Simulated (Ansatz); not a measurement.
## CBrSi: molecular dynamics

- system: CBrSi, multiplicity 2
- method: UKS PBE-D4/def2-SVP (Ansatz 0.2.0)

The run did not end well.

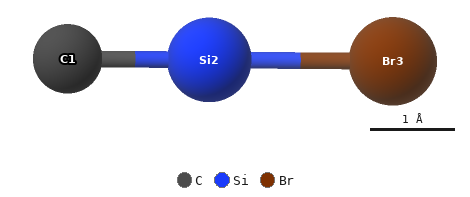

The input geometry (ball-and-stick view, seen on its broad side; atoms are numbered from 1 in the order of the input). Bond lengths as drawn: Br–Si 2.21 Å and C–Si 1.71 Å.

## Input
```yaml
crystal:
  periodic: [false, false, false]
  atoms:
    - {symbol: C, position_ang: [1.200210, 1.206760, 0.791340]}
    - {symbol: Si, position_ang: [0.107380, 0.108050, 0.070810]}
    - {symbol: Br, position_ang: [-1.307580, -1.314810, -0.862150]}
basis:
  gaussian: {orbitals: def2-SVP}
magnetization: {spin_polarized: true, initial_magnetization: 1}
hamiltonian: {xc: pbe, dispersion: d4}
md: {n_steps: 40, timestep: 0.5, temperature: 700, ensemble: nvt_nose_hoover, seed: 770, initial_velocities: maxwell_boltzmann}
```

Run on 2 threads of AMD EPYC, 180 GiB of memory available, shared host.

Command:
```bash
ansatz run in.yaml --threads 2 --pin off --events-out ev --progress --plain --max-ram 3481MiB
```

## What the program printed
```
Functional definition: PBE
  name "PBE"
  cite "Perdew, Burke & Ernzerhof, Phys. Rev. Lett. 77, 3865 (1996) doi:10.1103/PhysRevLett.77.3865"
  parent pbe
  parameter kappa = 0.804
  parameter beta = 0.06672455060314922
  exchange = pbe_x(kappa = kappa, mu = beta*pi^2/3)
  correlation = pbe_c(beta = beta)
699 factors; their error is unknown
mean field evaluation 1: about -78906.6137 eV, gradient 5.8e1 eV
mean field evaluation 2: about -78778.3896 eV, gradient 1.0e2 eV
mean field evaluation 4: about -78926.2099 eV, gradient 1.7e1 eV
mean field evaluation 8: about -78928.1532 eV, gradient 1.7e-1 eV
mean field evaluation 16: about -78928.0683 eV, gradient 1.5e-3 eV
mean field evaluation 32: about -78928.0683 eV, gradient 1.9e-2 eV
mean field evaluation 64: about -78924.7068 eV, gradient 7.3e0 eV
mean field evaluation 96: about -78928.0683 eV, gradient 8.5e-3 eV
mean field evaluation 128: about -78928.0683 eV, gradient 3.0e-3 eV
mean field -78928.06826896 eV, -2900.5530095180 hartree, gradient 1.4e-10 eV, S^2 0.753144; 7 other end points of the search recorded, 0 dependent functions left out
the calculation of the forces begins
reference -78928.06829222 eV, -2900.5530103729 hartree; 28, 27 occupied and 36, 37 virtual orbitals, 699 factors
md step     0: t =     0.00 fs  T =   700.0 K  F+E_penalty+E_count = -78928.15049267 eV  E_kin = 0.090482 eV  conserved = -78928.06001067 eV  (661 SCF iters)
these checks for a lower state are left out or cut short: starts, cluster_reference, orbital_swaps, neighbouring_geometries, increment
699 factors; their error is unknown
mean field -78928.07487456 eV, -2900.5532522696 hartree, gradient 6.8e-6 eV, S^2 0.753187; 0 other end points of the search recorded, 0 dependent functions left out
the calculation of the forces begins
reference -78928.07489783 eV, -2900.5532531247 hartree; 28, 27 occupied and 36, 37 virtual orbitals, 699 factors
md step     1: t =     0.50 fs  T =   750.3 K  F+E_penalty+E_count = -78928.15701229 eV  E_kin = 0.096990 eV  conserved = -78928.06002233 eV  (74 SCF iters)
these checks for a lower state are left out or cut short: starts, cluster_reference, orbital_swaps, neighbouring_geometries, increment
699 factors; their error is unknown
mean field -78928.08090004 eV, -2900.5534737017 hartree, gradient 6.7e-6 eV, S^2 0.753235; 0 other end points of the search recorded, 0 dependent functions left out
the calculation of the forces begins
reference -78928.08092332 eV, -2900.5534745571 hartree; 28, 27 occupied and 36, 37 virtual orbitals, 699 factors
md step     2: t =     1.00 fs  T =   796.2 K  F+E_penalty+E_count = -78928.16294882 eV  E_kin = 0.102916 eV  conserved = -78928.06003221 eV  (76 SCF iters)
these checks for a lower state are left out or cut short: starts, cluster_reference, orbital_swaps, neighbouring_geometries, increment
699 factors; their error is unknown
mean field evaluation 160: about -78928.0862 eV, gradient 6.8e-6 eV
mean field -78928.08617912 eV, -2900.5536677045 hartree, gradient 6.6e-6 eV, S^2 0.753288; 0 other end points of the search recorded, 0 dependent functions left out
the calculation of the forces begins
reference -78928.08620241 eV, -2900.5536685601 hartree; 28, 27 occupied and 36, 37 virtual orbitals, 699 factors
md step     3: t =     1.50 fs  T =   836.3 K  F+E_penalty+E_count = -78928.16813649 eV  E_kin = 0.108095 eV  conserved = -78928.06004004 eV  (80 SCF iters)
these checks for a lower state are left out or cut short: starts, cluster_reference, orbital_swaps, neighbouring_geometries, increment
699 factors; their error is unknown
mean field -78928.09057751 eV, -2900.5538293423 hartree, gradient 3.5e-11 eV, S^2 0.753345; 0 other end points of the search recorded, 0 dependent functions left out
the calculation of the forces begins
reference -78928.09060080 eV, -2900.5538301982 hartree; 28, 27 occupied and 36, 37 virtual orbitals, 699 factors
md step     4: t =     2.00 fs  T =   869.5 K  F+E_penalty+E_count = -78928.17244150 eV  E_kin = 0.112392 eV  conserved = -78928.06004580 eV  (121 SCF iters)
```

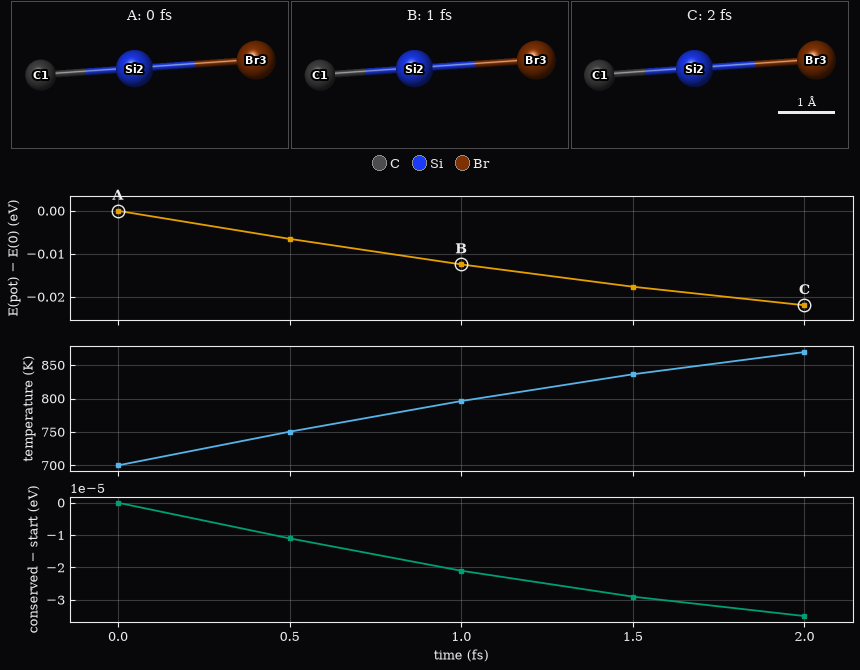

Frames of the molecular dynamics (ball-and-stick, seen at a tilt) above the curves, on which the letters mark them. The trajectory kept here has 5 frames over 2 fs. The temperature starts at 700 K, ranges from 700 to 870 K and averages 834 K over the second half. The potential energy ends 0.022 eV below its first value. The conserved quantity stays within 3.5e-05 eV. After an unweighted best fit of the last frame on the first, the root-mean-square displacement is 0.01 Å.

```
these checks for a lower state are left out or cut short: starts, cluster_reference, orbital_swaps, neighbouring_geometries, increment
699 factors; their error is unknown
Error: SIGTERM received: run cancelled behind 185 evaluations of the mean field
```

## Trajectory as extended XYZ (Å, eV, eV/Å), 5 frames, from step=0 to step=4
```
3
Properties=species:S:1:pos:R:3:forces:R:3 step=0 time_fs=0.0 energy=-78928.15049 temperature=700.0
C     1.2002    1.2068    0.7913    0.8362   0.8407   0.5513
Si    0.1074    0.1080    0.0708   -0.6667  -0.6701  -0.4395
Br   -1.3076   -1.3148   -0.8621   -0.1695  -0.1705  -0.1118
3
Properties=species:S:1:pos:R:3:forces:R:3 step=1 time_fs=0.5 energy=-78928.15701 temperature=750.3
C     1.2040    1.2100    0.7937    0.7296   0.7323   0.4808
Si    0.1075    0.1086    0.0709   -0.5750  -0.5765  -0.3789
Br   -1.3082   -1.3155   -0.8626   -0.1545  -0.1558  -0.1020
3
Properties=species:S:1:pos:R:3:forces:R:3 step=2 time_fs=1.0 energy=-78928.16295 temperature=796.2
C     1.2079    1.2133    0.7963    0.6191   0.6204   0.4079
Si    0.1075    0.1091    0.0710   -0.4789  -0.4786  -0.3153
Br   -1.3088   -1.3162   -0.8630   -0.1402  -0.1418  -0.0926
3
Properties=species:S:1:pos:R:3:forces:R:3 step=3 time_fs=1.5 energy=-78928.16814 temperature=836.3
C     1.2120    1.2168    0.7988    0.5063   0.5063   0.3334
Si    0.1075    0.1096    0.0711   -0.3798  -0.3781  -0.2499
Br   -1.3094   -1.3169   -0.8634   -0.1265  -0.1282  -0.0835
3
Properties=species:S:1:pos:R:3:forces:R:3 step=4 time_fs=2.0 energy=-78928.17244 temperature=869.5
C     1.2162    1.2204    0.8015    0.3923   0.3914   0.2582
Si    0.1075    0.1100    0.0711   -0.2791  -0.2763  -0.1834
Br   -1.3100   -1.3175   -0.8638   -0.1132  -0.1151  -0.0748
```

## Outcome

| quantity | value |
| --- | --- |
| outcome | stopped at the time limit |
| mean temperature over the second half | 834 K |
| trajectory | 4 steps, 2 fs |
| ensemble | nvt_nose_hoover |
| temperature in the input | 700 K |
| time step | 0.5 fs |
| wall time | 3 min (CPU time 3.1 min) |
| peak memory | 0.15 GiB |

## What went wrong

The run was cut off by its time limit, so the output is incomplete.
